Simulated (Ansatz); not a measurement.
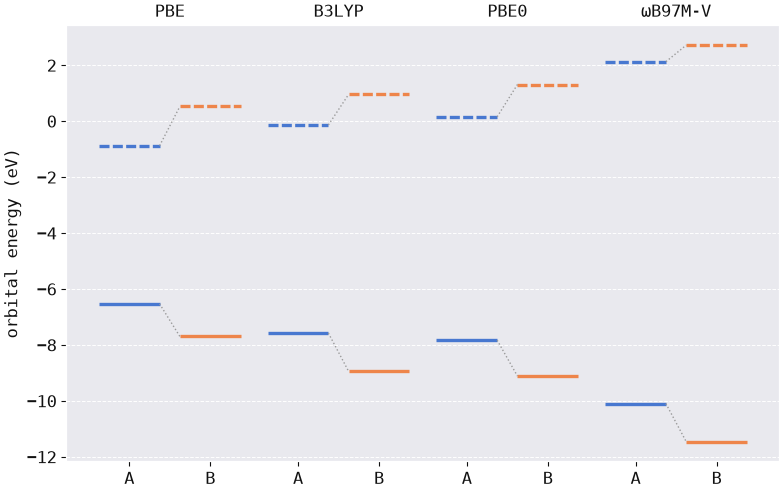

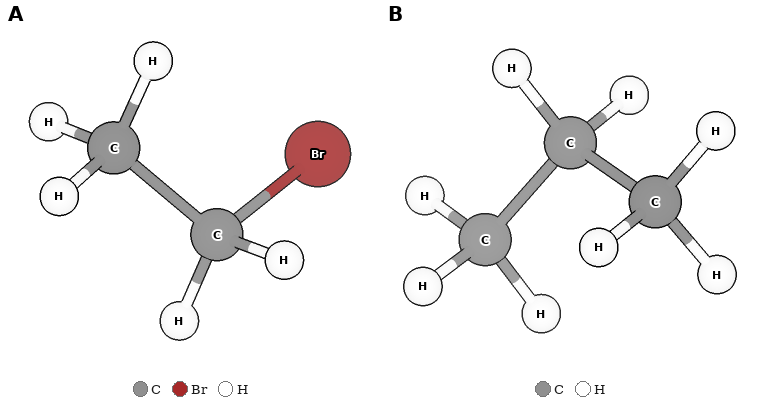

One change: A, C₂H₅Br (SMILES CCBr), becomes B, C₃H₈ (SMILES CCC). Br on C is replaced by CH₃. HOMO (solid) and LUMO (dashed) computed in def2-TZVPP at PBE0-D4/def2-TZVP geometries, both minima by their frequencies, gas phase, the Ansatz code 0.2.0. Empty levels above zero depend strongly on the basis.

Question: What does the change do to HOMO and LUMO?

Answer: PBE: the HOMO falls by 1.17 eV, the LUMO rises by 1.40 eV, and the separation goes from 5.66 to 8.22 eV. B3LYP: the HOMO falls by 1.37 eV, the LUMO rises by 1.09 eV, and the separation goes from 7.44 to 9.91 eV. PBE0: the HOMO falls by 1.28 eV, the LUMO rises by 1.15 eV, and the separation goes from 7.99 to 10.42 eV. ωB97M-V: the HOMO falls by 1.36 eV, the LUMO rises by 0.59 eV, and the separation goes from 12.23 to 14.17 eV.

Question: Do the functionals agree on the effect?

Answer: They agree on the direction for both levels; the HOMO shift lies between −1.37 and −1.17 eV and the LUMO shift between 0.59 and 1.40 eV, while the separations themselves differ by up to 6.6 eV between functionals.
